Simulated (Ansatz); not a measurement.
Start from Ge in the diamond structure (space group Fd-3m, No. 227; a = 5.622 Å).

It is then changed as follows: every lattice vector is shortened by 0.50 %; the atoms relax in the strained cell.

Level of theory: Kohn–Sham DFT with the LDA functional, run in Ansatz (a quantum-chemistry and plane-wave program) with PAW and 420 eV plane waves, spin-orbit coupling left out.

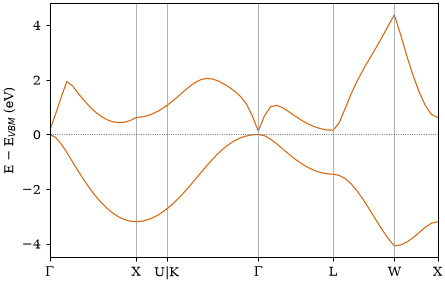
Figure. Highest valence and lowest conduction band along the path of the changed cell's own zone

Problem. From the figure, how large is the changed gap, and is it direct?

Solution. About 0.1 eV, direct at Γ.

Whether these cells are dynamically stable was not tested.
